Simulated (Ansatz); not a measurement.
# CuF2 (P4/mmm): supercell folding check

Aim: a supercell folding check, for CuF2 (P4/mmm), run from a script.

Program: the Python package of Ansatz 0.2.0. Level of theory: DFT PBEsol+D3(BJ), plane waves, PAW. These are calculated values, not measurements.

## 1. The structure

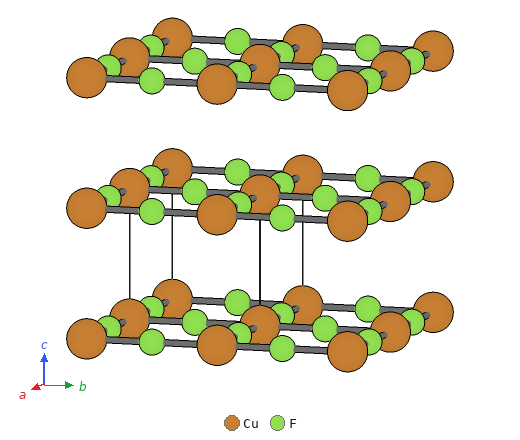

The structure that the script starts from, seen slightly off an axis (copper orange, fluorine green). 2×2×2 cells are drawn. Atoms on cell faces are repeated.

The script holds or builds the structure itself.

## 2. Script

cuf2_fold.py reads:

```python
# -*- coding: utf-8 -*-
'''A supercell of CuF2 must give the energy of the small cell.'''

import warnings

import ansatz as az

warnings.simplefilter('ignore', az.DeckWarning)

cuf2 = (
    az.Lattice.of((3.747011, 0.0, 0.0), (0.0, 3.747011, 0.0), (0.0, 0.0, 3.607305))
    .atom('Cu', (0.0, 0.0, 0.0))
    .atom('F', (0.5, 0.0, 0.0))
    .atom('F', (0.0, 0.5, 0.0))
)

# the mesh shrinks as the cell grows, so that all cells sample the same points
mesh = (4, 4, 4)
rows = []
for repeats in [(1, 1, 1), (1, 1, 2)]:
    job = (
        cuf2.supercell(*repeats).calculation()
        .pseudopotentials('paw')
        .functional('pbesol', dispersion='D3(BJ)')
        .occupations('gaussian', width=0.15)
        .kpoints(*(k // n for k, n in zip(mesh, repeats)))
    )
    report = job.run(threads=1, backend='cpu').report
    n = len(report['lattice']['sites'])
    rows.append((repeats, n, report['free_energy_ev'] / n, report['fermi_energy_ev'], report['n_kpoints'], report['n_symmetry_ops']))
lines = [','.join(['repeats', 'atoms', 'F/atom eV', 'Fermi level eV', 'k-points', 'symmetry operations'])] + [','.join(f'{v:.4f}' if isinstance(v, float) else str(v) for v in row) for row in rows]
print('\n'.join(lines))
with open('fold.csv', 'w') as handle:
    handle.write('\n'.join(lines) + '\n')
```

## 3. Running it

Command:

```bash
python cuf2_fold.py
```

The log of the run:

```text
repeats,atoms,F/atom eV,Fermi level eV,k-points,symmetry operations
(1, 1, 1),3,-2729.4399,1.7388,18,16
(1, 1, 2),6,-2729.4399,1.7388,12,32
```

It took 2.2 s on 1 thread of Intel Xeon 6975P-C (Granite Rapids), shared host; peak memory 0.42 GiB.

## 4. What the script built

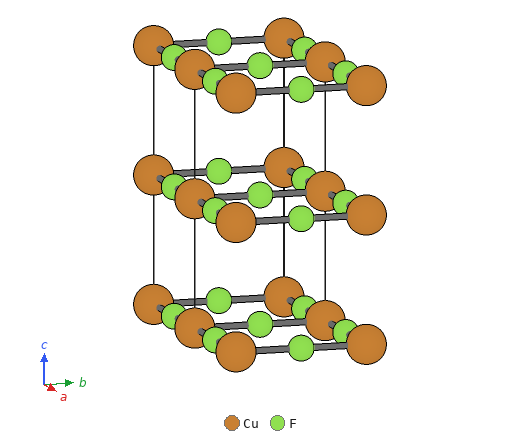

The cell of run 2 as the script built it (6 atoms; copper orange, fluorine green).

Lines on the test bed's own set-up are left out of the output.

## 5. The engine's runs

From the records of these 2 runs:

| run | system | k mesh | energy from run 1 (meV/atom) | SCF cycles | CPU time (s) |
| --- | --- | --- | --- | --- | --- |
| 1 | CuF2 (3 atoms) | [4, 4, 4] | 0.00 | 8 | 0.56 |
| 2 | CuF2 (6 atoms) | [4, 4, 2] | 0.00 | 8 | 1.1 |

Energies are free energies F = E - TS of the smeared occupations. 

## 6. What came out

| quantity | value |
| --- | --- |
| runs compared | 2 |
| largest difference per atom | 0.000 meV |

In words: Cells and meshes that sample the same points give the same energy per atom. Caveats:
- The cell holds an odd number of electrons and is run without spin, so a magnetic state may lie lower.
- The mesh is modest for a metal, so energies can be off by several to tens of meV an atom and pressures by half a GPa or more; differences at equal mesh fare better.
- Without a Hubbard U or exact exchange, semilocal functionals often make such 3d compounds metallic or too weakly gapped.
- This cell is a computed structure, which may not be the phase found in nature.
- The count of operations in a supercell holds its pure translations too, and an uneven repeat can lower the point group.
